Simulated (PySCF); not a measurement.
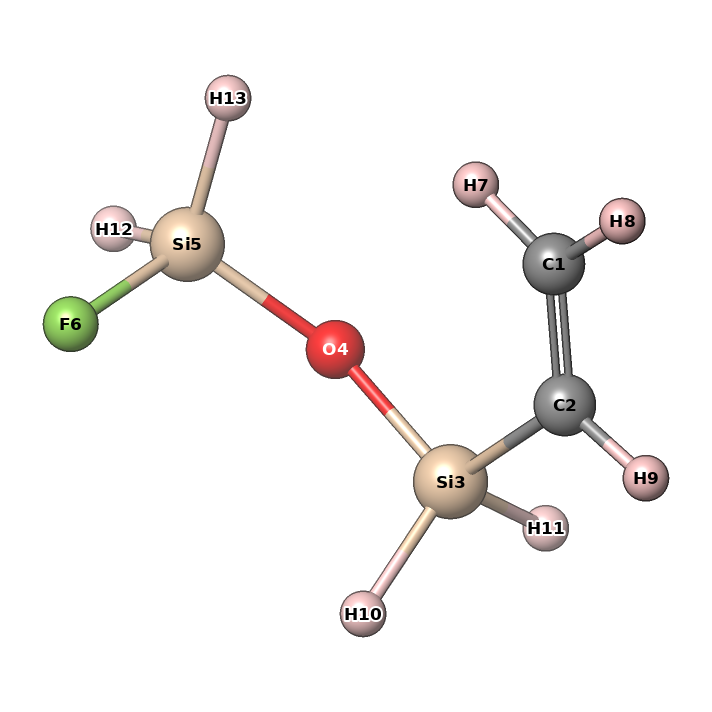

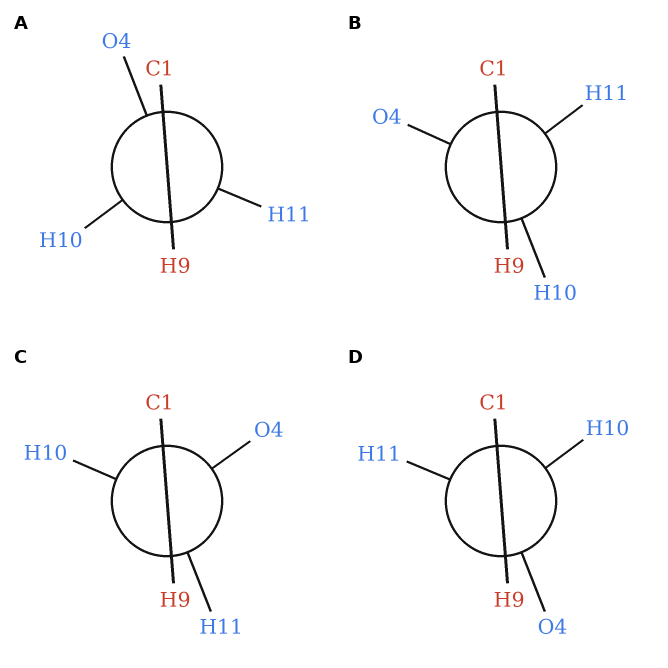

Atoms fade into the background with distance from the viewer. Bonds that would overlap in a projection are set slightly apart. Computed geometry: PBE0-D3(BJ)/def2-SVP optimisation. No frequency run is at hand to confirm it as a minimum.

**Which Newman projection shows the view along C2–Si3, with C2 in front?**

A. The torsion angle C1–C2–Si3–O4 is −1°, synperiplanar (eclipsed).
